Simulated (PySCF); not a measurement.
**GeCl2 (SMILES [Cl][Ge][Cl]): a chain of runs**

Aim: a structure relaxation (PBE-D3(BJ)/aug-cc-pVDZ), then the energy (CCSD(T)/CRENBL), then the excited states (TD-PBE/cc-pwCVDZ) of GeCl2. Input form: a Python script.

The results are computed with PySCF 2.14.0.

1 further run of the same task is left out (for a faulty analytic Hessian).

### Step 1. The molecule

GeCl2 has 3 atoms, charge 0, and is taken as a singlet. As SMILES, `[Cl][Ge][Cl]`. The shape comes from a force field and isn't a relaxed structure. The run starts from this shape.

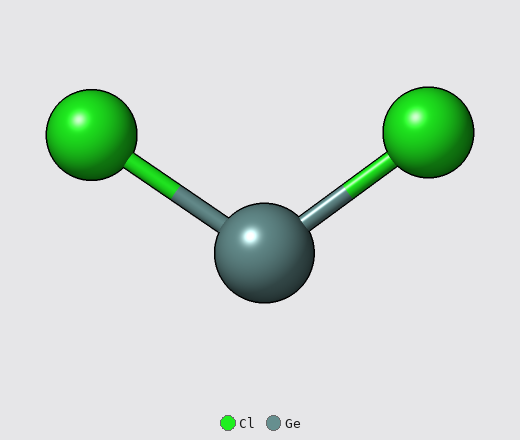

The structure, seen from a chosen angle (chlorine green, germanium teal).

### Step 2. A geometry optimisation at PBE-D3(BJ)/aug-cc-pVDZ (density fitting with def2-universal-jkfit) (run 1)

The input, job.py:

```python
from pyscf import gto, dft
from pyscf.geomopt.geometric_solver import kernel as optimise

molecule = gto.Mole()
molecule.atom = [
    ('Cl', (-0.069500, -1.825700, 0.380100)),
    ('Ge', (-0.382200, 0.053900, -0.748100)),
    ('Cl', (0.440700, 1.707000, 0.354700)),
]
molecule.max_memory = 1860
molecule.spin = 0
molecule.verbose = 3
molecule.basis = 'aug-cc-pvdz'
molecule.charge = 0
molecule.build()

calc0 = dft.RKS(molecule)
calc0.xc = 'pbe'
calc0 = calc0.density_fit(auxbasis='def2-universal-jkfit')
calc0.disp = 'd3bj'
converged, mol_eq = optimise(calc0, maxsteps=100, convergence_set='GAU_TIGHT')
print('converged:', converged)
print(mol_eq.tostring())

calc0.reset(mol_eq)
molecule = mol_eq
calc0.kernel()
e_final = calc0.e_tot
print('Final energy', e_final)
```

Run with:

```bash
OMP_NUM_THREADS=1 python job.py
```

The program printed:

```text
convergence_set           GAU_TIGHT
maxiter                   100
----------------------------------------------------------
Custom engine selected.
Bonds will be generated from interatomic distances less than 1.20 times sum of covalent radii
9 internal coordinates being used (instead of 9 Cartesians)
Internal coordinate system (atoms numbered from 1):
Distance 1-2
Distance 2-3
Angle 1-2-3
Translation-X 1-3
Translation-Y 1-3
Translation-Z 1-3
Rotation-A 1-3
Rotation-B 1-3
Rotation-C 1-3
> ===== Optimization Info: ====
> Job type: Energy minimization
> Maximum number of optimization cycles: 100
> Initial / maximum trust radius (Angstrom): 0.100 / 0.300
> Convergence Criteria:
> Will converge when all 5 criteria are reached:
>  |Delta-E| < 1.00e-06
>  RMS-Grad  < 1.00e-05
>  Max-Grad  < 1.50e-05
>  RMS-Disp  < 4.00e-05
>  Max-Disp  < 6.00e-05
> === End Optimization Info ===

[... 9 lines left out ...]
converged SCF energy = -2996.79000640448
[... 33 lines left out ...]
converged SCF energy = -2996.79367301966
[... 50 lines left out ...]
converged SCF energy = -2996.79367599244
[... 50 lines left out ...]
converged SCF energy = -2996.79367601079
[... 51 lines left out ...]
converged SCF energy = -2996.79367598585
[... 50 lines left out ...]
converged SCF energy = -2996.79367601144
[... 50 lines left out ...]
converged SCF energy = -2996.79367630029
[... 50 lines left out ...]
converged SCF energy = -2996.79367727447
[... 42 lines left out ...]
Not rejecting step - energy change meets convergence criteria
[... 2 lines left out ...]
Geometry optimization cycle 24
Cartesian coordinates (Angstrom)
 Atom        New coordinates             dX        dY        dZ
  Cl  -0.029898  -1.749425   0.430633    0.000003  0.000017  0.000058
  Ge  -0.469284   0.041086  -0.822080    0.000022 -0.000051 -0.000002
  Cl   0.470213   1.643360   0.410158   -0.000039  0.000029 -0.000029
converged SCF energy = -2996.7936772772
--------------- DFRKS_Scanner gradients ---------------
         x                y                z
0 Cl     0.0000028503     0.0000106806    -0.0000238075
1 Ge    -0.0000123363     0.0000036014    -0.0000179427
2 Cl    -0.0000236928     0.0000198568    -0.0000172900
----------------------------------------------
cycle 24: E = -2996.79367728  dE = -2.09411e-09  norm(grad) = 4.93019e-05
Step   23 : Displace = 1.266e-05/1.605e-05 (rms/max) Trust = 6.889e-05 (-) Grad = 3.726e-06/4.312e-06 (rms/max) E (change) = -2996.7936772772 (-2.094e-09) Quality = 4.307
Hessian Eigenvalues: 1.57509e-04 4.36469e-02 4.96649e-02 ... 1.33696e-01 2.03296e-01 5.23016e-01
Converged! =D

converged: True
Cl         -0.02989821       -1.74942523        0.43063340
Ge         -0.46928385        0.04108632       -0.82208012
Cl          0.47021265        1.64336011        0.41015769
converged SCF energy = -2996.79367727706
Final energy -2996.7936772770568
```

Run time: 5.5 min. Hardware: 1 thread of Intel Xeon at 2.50GHz (Skylake/Cascade Lake), shared host; peak memory 0.78 GiB.

Steps, from the record of the run:

```csv
step,energy from the first frame kept (eV),largest force (eV/Å)
0,0.0000,1.5225
1,-0.0882,0.4306
2,-0.0998,0.0406
3,-0.0999,0.0147
4,-0.0999,0.0030
5,-0.0999,0.0086
6,-0.0999,0.0072
7,-0.0999,0.0050
8,-0.0999,0.0033
9,-0.0999,0.0027
10,-0.0999,0.0026
11,-0.0999,0.0026
12,-0.0999,0.0026
13,-0.0999,0.0026
14,-0.0999,0.0026
15,-0.0999,0.0026
16,-0.0999,0.0025
17,-0.0999,0.0025
18,-0.0999,0.0041
19,-0.0999,0.0075
20,-0.0999,0.0062
21,-0.0999,0.0027
22,-0.0999,0.0019
23,-0.0999,0.0018
```

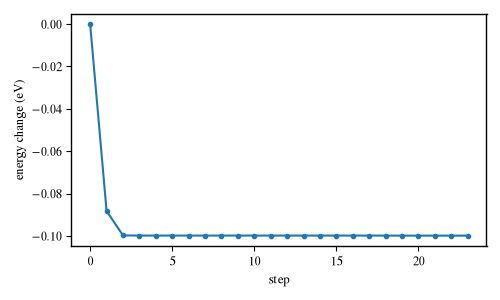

Energy along the run.

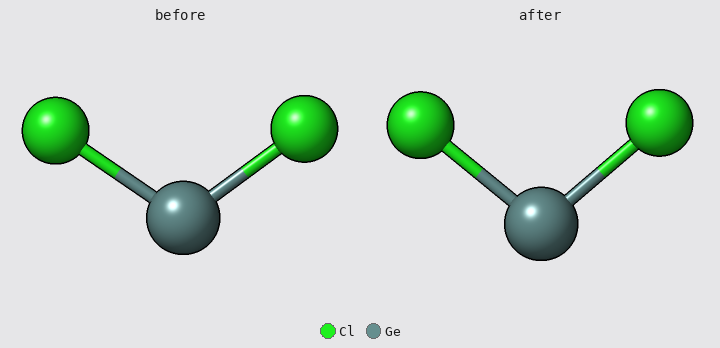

Before and after, at one scale.

After the run. Bond lengths: Cl1–Ge2 2.229 Å, Ge2–Cl3 2.229 Å. Angles: Cl1–Ge2–Cl3 100.6°.

### Step 3. The energy at CCSD(T)/CRENBL (core potential) (run 3)

The input, mol.xyz:

```xyz
3

Cl    -0.029898    -1.749425     0.430633
Ge    -0.469284     0.041086    -0.822080
Cl     0.470213     1.643360     0.410158
```

The input, job.py:

```python
from pyscf import gto, scf, cc

system = gto.M(
    atom='mol.xyz',
    ecp={'Cl': 'crenbl', 'Ge': 'crenbl'},
    charge=0,
    max_memory=1860,
    spin=0,
    verbose=4,
    basis='crenbl',
)

mf = scf.RHF(system)
mf.kernel()

mycc = cc.CCSD(mf)
mycc.kernel()
e_t = mycc.ccsd_t()
e_final = mycc.e_tot + e_t
print(f'total energy: {e_final:.8f} hartree')
```

Run with:

```bash
OMP_NUM_THREADS=1 python job.py
```

The program printed:

```text
PySCF version 2.14.0

[INPUT] num. atoms = 3
[INPUT] num. electrons = 28
[INPUT] charge = 0
[INPUT] spin (= nelec alpha-beta = 2S) = 0
[INPUT] symmetry False subgroup None
[INPUT] Mole.unit = angstrom
[INPUT] Symbol           X                Y                Z      unit          X                Y                Z       unit  Magmom
[INPUT]  1 Cl    -0.029898000000  -1.749425000000   0.430633000000 AA   -0.056499031672  -3.305934125467   0.813778430200 Bohr   0.0
[INPUT]  2 Ge    -0.469284000000   0.041086000000  -0.822080000000 AA   -0.886818234640   0.077641287554  -1.553506052482 Bohr   0.0
[INPUT]  3 Cl     0.470213000000   1.643360000000   0.410158000000 AA    0.888573790210   3.105500324065   0.775086287799 Bohr   0.0

nuclear repulsion = 54.0928673324709
number of shells = 26
number of NR pGTOs = 64
number of NR cGTOs = 64
basis = crenbl
ecp = {'Cl': 'crenbl', 'Ge': 'crenbl'}

[... 39 lines left out ...]
converged SCF energy = -123.253288407283
[... 11 lines left out ...]
Init t2, MP2 energy = -123.661203501998  E_corr(MP2) -0.407915094715474
[... 12 lines left out ...]
CCSD converged
[... 2 lines left out ...]
total energy: -123.67141170 hartree
```

Wall time 26 s (1 thread of Intel Xeon at 2.50GHz (Skylake/Cascade Lake), shared host); peak memory 0.26 GiB.

### Step 4. The vertical excitations at TD-PBE/cc-pwCVDZ (density fitting with def2-universal-jkfit, spin of roots singlet) (run 4)

The input, job.py:

```python
# [Cl][Ge][Cl]
from pyscf import gto, dft, tdscf

mol = gto.M(
    atom=[
    ('Cl', (-0.029898, -1.749425, 0.430633)),
    ('Ge', (-0.469284, 0.041086, -0.822080)),
    ('Cl', (0.470213, 1.643360, 0.410158)),
],
    max_memory=1860,
    charge=0,
    verbose=4,
    basis='cc-pwcvdz',
)

ks = dft.RKS(mol, xc='pbe')
ks = ks.density_fit(auxbasis='def2-universal-jkfit')
ks.kernel()

e_tot = ks.e_tot
print('E = %.10f Eh' % e_tot)

td = ks.TDDFT()
td.nstates = 3
td.kernel()
td.analyze()
roots = td.e * 27.211386
osc = td.oscillator_strength()
print('state   eV      nm      f')
for i, (w, f) in enumerate(zip(roots, osc), 1):
    print('%3d %9.4f %8.1f %9.5f' % (i, w, 1239.842 / w, f))
```

Run with:

```bash
OMP_NUM_THREADS=1 python job.py
```

The program printed:

```text
PySCF version 2.14.0

[INPUT] num. atoms = 3
[INPUT] num. electrons = 66
[INPUT] charge = 0
[INPUT] spin (= nelec alpha-beta = 2S) = 0
[INPUT] symmetry False subgroup None
[INPUT] Mole.unit = angstrom
[INPUT] Symbol           X                Y                Z      unit          X                Y                Z       unit  Magmom
[INPUT]  1 Cl    -0.029898000000  -1.749425000000   0.430633000000 AA   -0.056499031672  -3.305934125467   0.813778430200 Bohr   0.0
[INPUT]  2 Ge    -0.469284000000   0.041086000000  -0.822080000000 AA   -0.886818234640   0.077641287554  -1.553506052482 Bohr   0.0
[INPUT]  3 Cl     0.470213000000   1.643360000000   0.410158000000 AA    0.888573790210   3.105500324065   0.775086287799 Bohr   0.0

nuclear repulsion = 302.89373149206
number of shells = 22
number of NR pGTOs = 193
number of NR cGTOs = 97
basis = cc-pwcvdz
ecp = {}

[... 55 lines left out ...]
converged SCF energy = -2996.79443678589
[... 3 lines left out ...]
nstates = 3 singlet
deg_eia_thresh = 1.000e-03
wfnsym = None
conv_tol = 1e-05
eigh lindep = 1e-12
eigh level_shift = 0
eigh max_cycle = 100

Excitation energies (eV)
[3.54611278 3.60823053 4.4568895 ]

** Singlet excitation energies and oscillator strengths **
      29 -> 34       -0.11781
      33 -> 34        0.69648
      32 -> 34        0.70707
      31 -> 34       -0.68124
      32 -> 35        0.11091
      33 -> 36        0.15029

** Transition electric dipole moments (AU) **
state          X           Y           Z        Dip. S.      Osc.
  1         0.3264     -0.0492     -0.1848      0.1431      0.0124
  2        -0.0004      0.0001      0.0002      0.0000      0.0000
  3        -0.0803     -0.5451      0.0034      0.3035      0.0331

** Transition velocity dipole moments (imaginary part, AU) **
state          X           Y           Z        Dip. S.      Osc.
  1         0.0486     -0.0073     -0.0275      0.0032      0.0162
  2        -0.0001      0.0000      0.0000      0.0000      0.0000
  3        -0.0113     -0.0766      0.0005      0.0060      0.0244

** Transition magnetic dipole moments (imaginary part, AU) **
state          X           Y           Z
  1         0.1880      1.2770     -0.0081
  2        -0.2208      0.0284     -0.3975
  3         0.0116     -0.0018     -0.0066
state   eV      nm      f
  1    3.5461    349.6   0.01243
  2    3.6082    343.6   0.00000
  3    4.4569    278.2   0.03314
```

It took 54 s on 1 thread of Intel Xeon at 2.50GHz (Skylake/Cascade Lake), shared host; peak memory 0.44 GiB.

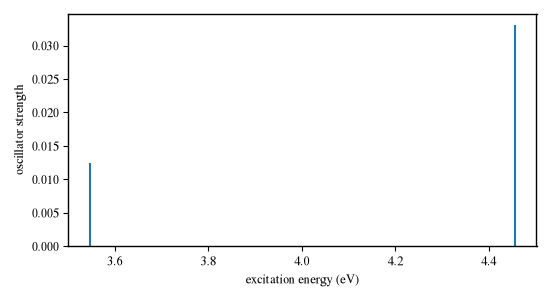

Vertical excitations as sticks.

The roots found:

```csv
excited state,energy (eV),strength
1,3.546,0.0124
2,3.608,0.0000
3,4.457,0.0331
```

### Step 5. Summary of results

```
                                                       quantity           value
         run 1, PBE-D3(BJ)/aug-cc-pVDZ: total energy at the end  -2996.79368 Eh
                   run 1, PBE-D3(BJ)/aug-cc-pVDZ: dipole moment          2.14 D
                     run 1, PBE-D3(BJ)/aug-cc-pVDZ: HOMO energy        -7.21 eV
                     run 1, PBE-D3(BJ)/aug-cc-pVDZ: LUMO energy        -4.03 eV
                   run 1, PBE-D3(BJ)/aug-cc-pVDZ: HOMO–LUMO gap         3.18 eV
               run 1, PBE-D3(BJ)/aug-cc-pVDZ: dispersion energy    -8.17 kJ/mol
                            run 3, CCSD(T)/CRENBL: total energy   -123.67141 Eh
    run 3, CCSD(T)/CRENBL: dipole moment (Hartree–Fock density)          4.05 D
     run 3, CCSD(T)/CRENBL: HOMO energy (Hartree–Fock orbitals)       -10.94 eV
     run 3, CCSD(T)/CRENBL: LUMO energy (Hartree–Fock orbitals)        -0.75 eV
   run 3, CCSD(T)/CRENBL: HOMO–LUMO gap (Hartree–Fock orbitals)        10.19 eV
                      run 3, CCSD(T)/CRENBL: correlation energy      -418.1 mEh
                          run 3, CCSD(T)/CRENBL: (T) correction       -7.35 mEh
                           run 3, CCSD(T)/CRENBL: T1 diagnostic           0.014
     run 4, TD-PBE/cc-pwCVDZ: ground-state or mean-field energy  -2996.79444 Eh
 run 4, TD-PBE/cc-pwCVDZ: dipole moment (PBE Kohn–Sham density)          2.19 D
  run 4, TD-PBE/cc-pwCVDZ: HOMO energy (PBE Kohn–Sham orbitals)        -7.09 eV
  run 4, TD-PBE/cc-pwCVDZ: LUMO energy (PBE Kohn–Sham orbitals)        -3.93 eV
run 4, TD-PBE/cc-pwCVDZ: HOMO–LUMO gap (PBE Kohn–Sham orbitals)         3.16 eV
      run 4, TD-PBE/cc-pwCVDZ: lowest singlet excitation energy         3.55 eV
```

In words: The optimisation (run 1, PBE-D3(BJ)/aug-cc-pVDZ) took 23 steps and changed the energy by -0.100 eV. The triples (run 3, CCSD(T)/CRENBL) make up 1.8 % of the correlation energy. The brightest of the 3 transitions from the ground state lies at 4.46 eV (278 nm, f = 0.033); the lowest, at 3.55 eV, has f = 0.012. Mulliken charges (run 4, TD-PBE/cc-pwCVDZ) of the mean-field density run from -0.26 on Cl3 to +0.52 on Ge2.
